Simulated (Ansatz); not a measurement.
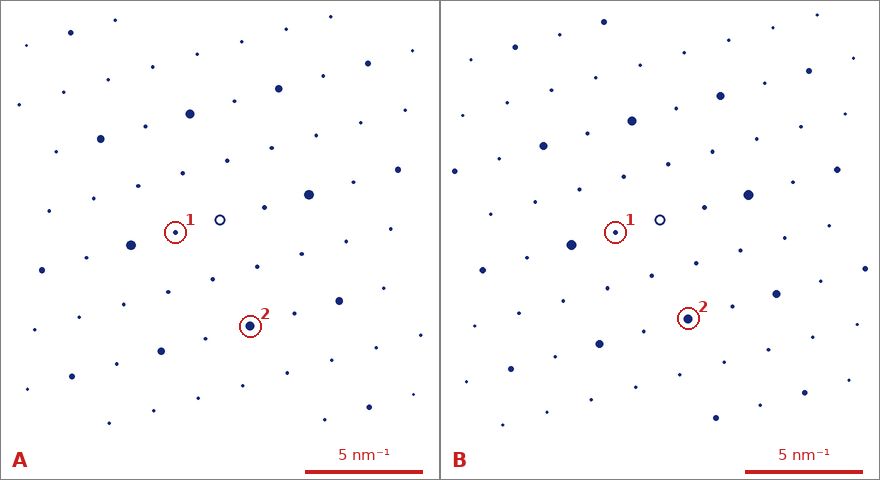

Kinematic electron diffraction patterns (300 kV, B = 0.5 Å², same scale) along [011] of the run's own cell, for the start and the end of one relaxation of RbS3 with DFT PBE, scalar-relativistic, plane waves, PAW (Ansatz 0.2.0). k mesh 14×14×14. The start is a generated model structure, and the relaxation ends in the nearest stationary point of its symmetry, not necessarily the ground state. Spot 1 is -1 -1 1 and spot 2 is 1 -1 1 in both.

Start structure:

```
CELL_PARAMETERS angstrom
-2.27073 2.27073 5.07229
2.27073 -2.27073 5.07229
2.27073 2.27073 -5.07229
ATOMIC_POSITIONS crystal
Rb 0.00000 0.00000 0.00000
S 0.50000 0.50000 0.00000
S 0.25000 0.75000 0.50000
S 0.75000 0.25000 0.50000
```

### Which pattern belongs to the start structure, and which to the relaxed one?

B is the start: its cell gives d(1) = 5.072 Å, d(2) = 2.271 Å and an angle of 90.0°. A is the relaxed structure, with d(1) = 5.050 Å (-0.4 %), d(2) = 2.116 Å (-6.8 %) and 90.0°.

### Summarise the relaxation behind the change.

The volume changed by -13.5 % to 22.61 Å³ an atom; the fractional coordinates hardly changed; the space group stayed I4/mmm (No. 139); the free energy fell by 59 meV an atom. Relaxed cell: a = 5.870 Å, b = 5.870 Å, c = 5.870 Å, α = 137.74°, β = 137.74°, γ = 61.31°.
